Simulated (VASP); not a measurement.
Input:

```
CELL_PARAMETERS angstrom
      2.65856     0.00000     0.00000
      0.00000     2.65856     0.00000
      0.00000     0.00000     2.65856
ATOMIC_POSITIONS crystal
  Ga 0.00000 0.00000 0.00000
```

All values below come from PBEsol GGA, VASP's PBE PAW potentials (set 64) (plane waves; VASP). Settings: 400 eV cut-off, 15×15×15 Γ-centred mesh, tetrahedra with Blöchl corrections, potentials Ga_d.

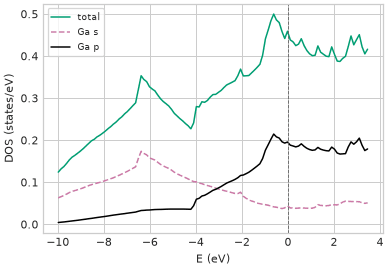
Fig. 1. Total and projected density of states, zero at the Fermi level

Within 2 eV below the Fermi level the largest weight inside VASP's projection spheres is Ga p, then Ga s.

It has no gap at this level: it comes out as a metal or semimetal.

The structure was generated: Ga was put into the simple-cubic type (Pm-3m), which need not be its known phase. It was relaxed first, which changed the volume by -11 %.
